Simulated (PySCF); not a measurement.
Run report: C₃H₉NSi, NMR shielding calculation

The run: NMR shielding calculation of C₃H₉NSi, SMILES [SiH3]NC1CC1. Method and program: GIAO PBE0/6-31G* NMR shielding, non-relativistic, gas phase (PySCF 2.14.0).

The geometry comes from this level: PBE0-D3(BJ)/def2-SVP. Figures and captions count atoms from 1; the log counts them from 0 in places.

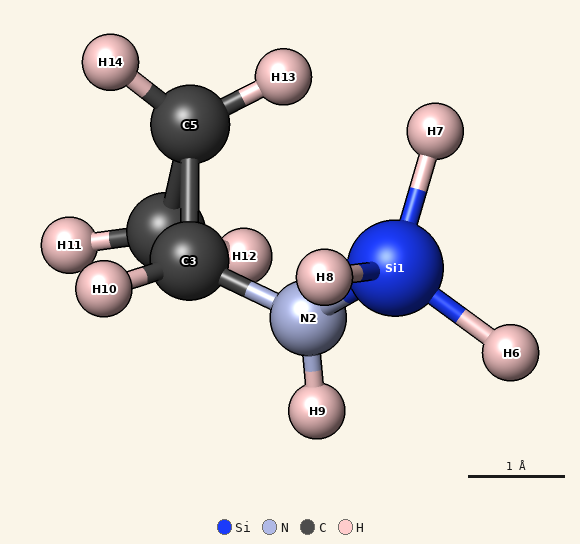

Fig. 1: The input geometry (ball-and-stick view, seen at a tilt; atoms are numbered from 1 in the order of the input).

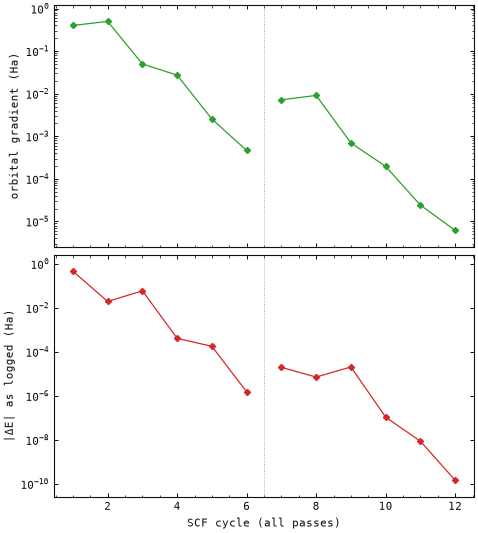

Fig. 2: Convergence of the self-consistent field: orbital gradient and size of the energy change against the SCF cycle. The dotted line marks the change from a coarse to the final integration grid. The first 6 cycles use a coarse grid, the final grid takes over at cycle 7, and the field converges after 12 cycles in all.

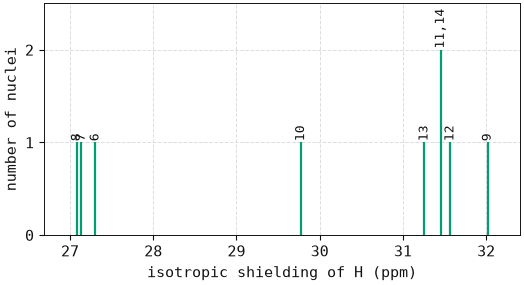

Fig. 3: Isotropic shieldings of the hydrogen nuclei in this fixed geometry, labelled by atom number; shielding grows to the right, so chemical shift grows to the left. The least shielded is H8 (27.1 ppm), the most shielded H9 (32.0 ppm).

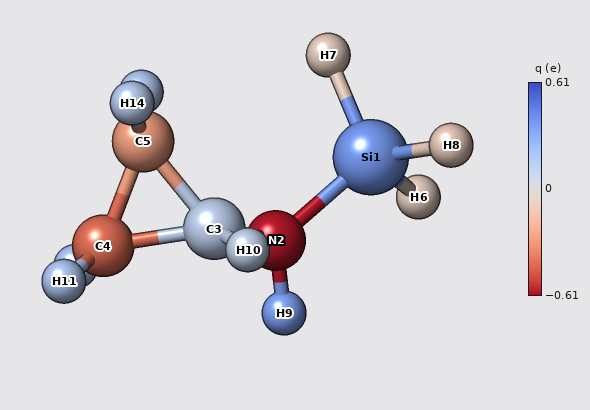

Fig. 4: ESP-fitted charges, as the colour of each atom (ball-and-stick view, seen at a tilt; atoms are numbered from 1 in the order of the input). By element: Si +0.37, N −0.59, C −0.41 to +0.11 and H −0.10 to +0.33 e.

These pictures come from the run below.

Input:
```
{"job": {"kind": "nmr", "xc": "PBE0", "basis": "6-31G*", "pop": true}, "charge": 0, "multiplicity": 1}
Si     1.969199     0.789138     0.077345
N      0.818273    -0.400923     0.601805
C     -0.555715    -0.100511     0.840602
C     -1.602730    -1.053252     0.342600
C     -1.417247     0.273651    -0.331431
H      3.286228     0.091647    -0.022631
H      1.574208     1.334759    -1.256700
H      2.125736     1.964015     1.000320
H      1.169037    -1.172250     1.160441
H     -0.796771     0.416667     1.782374
H     -2.493545    -1.216659     0.954693
H     -1.239162    -1.935601    -0.190123
H     -0.940440     0.272807    -1.314824
H     -2.174129     1.049080    -0.189751
```

The first line tells a small driver script what to run in PySCF; the rest is the geometry in Å.

Launch command:
```bash
OMP_NUM_THREADS=1 python <driver script> task.json out
```

Output:
```
coarse grid: 11528 points
cycle   1  E = -463.6059921844  dE =  4.612e-01  |g| = 3.999e-01  |ddm| = 3.244e+00
cycle   2  E = -463.5864083703  dE =  1.958e-02  |g| = 4.987e-01  |ddm| = 8.684e-01
cycle   3  E = -463.6459622768  dE = -5.955e-02  |g| = 4.981e-02  |ddm| = 5.128e-01
cycle   4  E = -463.6463728809  dE = -4.106e-04  |g| = 2.724e-02  |ddm| = 6.923e-02
cycle   5  E = -463.6465513721  dE = -1.785e-04  |g| = 2.534e-03  |ddm| = 2.605e-02
cycle   6  E = -463.6465528911  dE = -1.519e-06  |g| = 4.649e-04  |ddm| = 3.269e-03
final grid: 104896 points
cycle   7  E = -463.5953362111  dE = -1.971e-05  |g| = 7.178e-03  |ddm| = 1.835e-02
cycle   8  E = -463.5953290416  dE =  7.170e-06  |g| = 9.117e-03  |ddm| = 1.592e-02
cycle   9  E = -463.5953496436  dE = -2.060e-05  |g| = 6.981e-04  |ddm| = 8.921e-03
cycle  10  E = -463.5953497514  dE = -1.078e-07  |g| = 1.968e-04  |ddm| = 7.917e-04
cycle  11  E = -463.5953497601  dE = -8.655e-09  |g| = 2.422e-05  |ddm| = 1.841e-04
cycle  12  E = -463.5953497602  dE = -1.467e-10  |g| = 6.199e-06  |ddm| = 4.440e-05
converged SCF energy = -463.5953497602

GIAO shielding tensors (ppm)
atom      isotropic    diamagn.    paramagn.     s11        s22        s33       span
  0 Si     448.494     881.357    -432.863    407.498    433.456    504.528     97.030
  1 N      243.101     317.850     -74.749    213.989    229.139    286.175     72.186
  2 C      168.728     243.037     -74.309    142.365    145.653    218.166     75.800
  3 C      181.623     255.406     -73.783    152.346    179.305    213.217     60.871
  4 C      184.252     252.700     -68.448    154.764    181.655    216.338     61.574
  5 H       27.303      28.903      -1.600     24.032     25.244     32.634      8.603
  6 H       27.137      30.081      -2.944     23.146     26.432     31.831      8.685
  7 H       27.079      28.933      -1.855     23.435     25.144     32.657      9.222
  8 H       32.017      30.174       1.843     22.082     30.650     43.320     21.238
  9 H       29.774      29.390       0.384     22.387     28.699     38.235     15.848
 10 H       31.434      30.165       1.268     26.023     27.325     40.952     14.929
 11 H       31.568      31.059       0.508     26.407     29.118     39.178     12.771
 12 H       31.257      31.634      -0.377     26.764     28.485     38.522     11.758
 13 H       31.473      30.531       0.942     26.245     27.119     41.054     14.809
```

Results in brief:

| quantity | value |
| --- | --- |
| outcome | converged |
| total energy | −463.595350 hartree |
| HOMO | −6.58 eV |
| LUMO | 1.15 eV |
| dipole moment | 1.10 D |
| isotropic shielding, Si | 448.5 ppm |
| isotropic shielding, N | 243.1 ppm |
| isotropic shielding, C | 168.7 to 184.3 ppm |
| isotropic shielding, H | 27.1 to 32.0 ppm |
| hardware | 1 CPU thread, shared host |
| wall time | 8.5 s |
| peak memory | 0.53 GiB |
